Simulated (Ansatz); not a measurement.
## Electronic structure of BH₇NP in real space

Input

```
crystal:
  periodic: [false, false, false]
  atoms:
    - {symbol: B, position_ang: [0.050510, -0.734982, 0.471331]}
    - {symbol: N, position_ang: [1.025752, 0.481692, 0.676638]}
    - {symbol: H, position_ang: [0.580982, -1.721979, 0.027169]}
    - {symbol: H, position_ang: [-0.698099, -0.925842, 1.396596]}
    - {symbol: H, position_ang: [0.236144, 1.136979, -0.429843]}
    - {symbol: P, position_ang: [-0.939795, 0.219122, -1.001566]}
    - {symbol: H, position_ang: [1.998666, 0.287130, 0.478220]}
    - {symbol: H, position_ang: [0.969390, 0.923264, 1.585411]}
    - {symbol: H, position_ang: [-0.926973, -0.250148, -2.332194]}
    - {symbol: H, position_ang: [-2.296677, 0.584765, -0.871663]}
basis:
  gaussian: {orbitals: def2-TZVPP}
hamiltonian: {xc: pbe0, dispersion: d4}
output: {orbitals: {seedname: orbitals}}
```

Launched as:

```sh
ansatz run in.yaml --threads 2 --pin off --events-out ev --progress --plain --max-ram 4352MiB
```

A transition-state structure; geometry: PBE0-D4/def2-TZVP.

Level of theory: RKS PBE0-D4/def2-TZVPP (Ansatz).

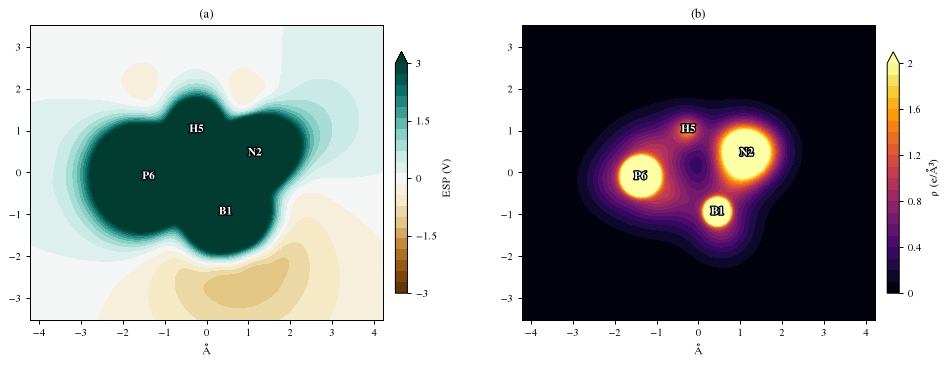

Figure 1. (a) electrostatic potential; (b) total electron density on the plane of atoms B1, P6 and H5.

Q: Describe what can be read from this map.

A:
- Atoms in the plane: B, N, H and P.
- B–N (1.57 Å): ρ is about 1.4 e/Å³ halfway.
- B–P (2.02 Å): the density is about 0.81 e/Å³ at the midpoint, with its minimum of 0.69 e/Å³ about 0.6 Å from B.
- Outside the dense part of the molecule the potential is most negative (−1.3 V) near H3, which lies off the plane.

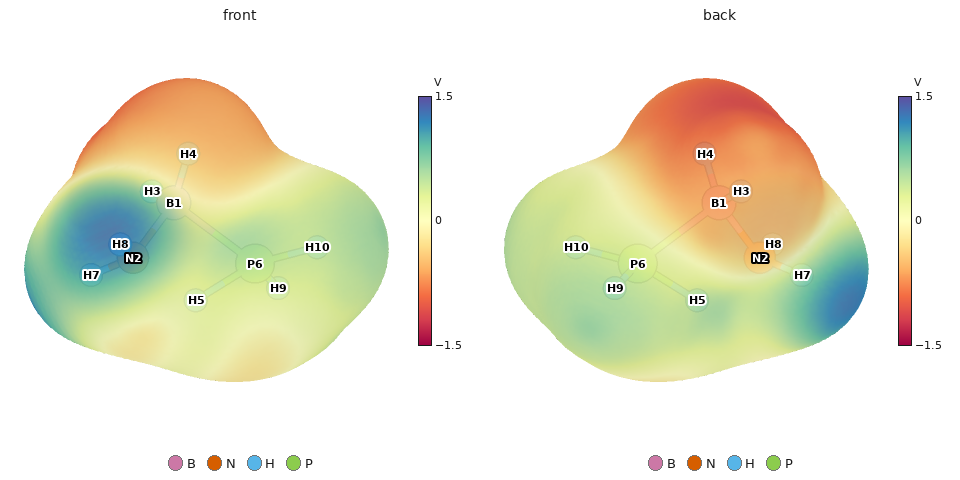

Figure 2. The electrostatic potential painted on the density surface at 0.001 e/bohr³, seen from the front and from behind; red is negative and blue positive.

Q: Where is the surface potential most negative and most positive?

A: The most negative region (about −1.1 V, or −25 kcal/mol for a unit charge) lies over H4, the most positive (about +1.3 V, or +30 kcal/mol for a unit charge) over H7 and H8.

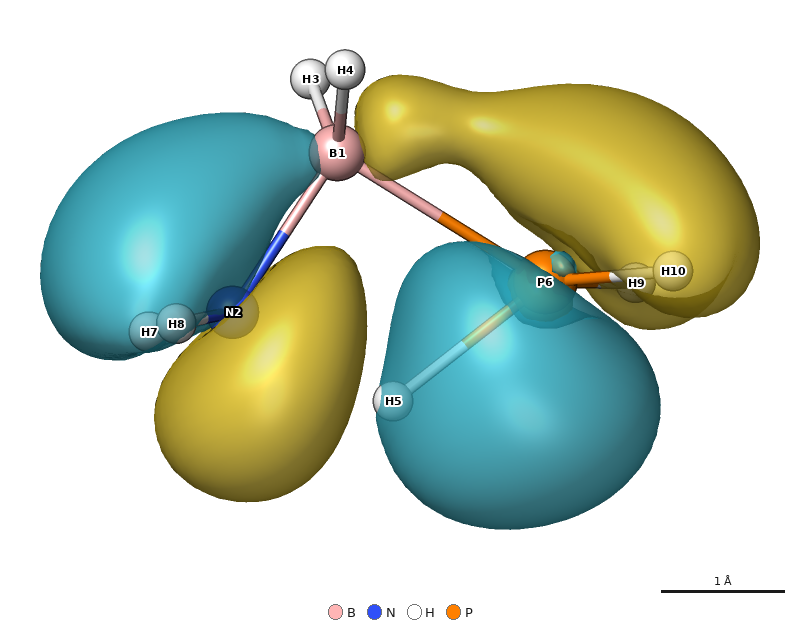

Figure 3. The HOMO at ±0.08 Å⁻³ᐟ² (yellow and cyan are the two phases), seen across its widest extent.

Q: Where does this orbital lie, and at what energy?

A: By Hirshfeld shares it lies mainly on N2 (about 40 %), P6 (about 35 %) and H5 (about 10 %); largely a combination of lone pairs on N2 and P6. Its energy is −7.09 eV.
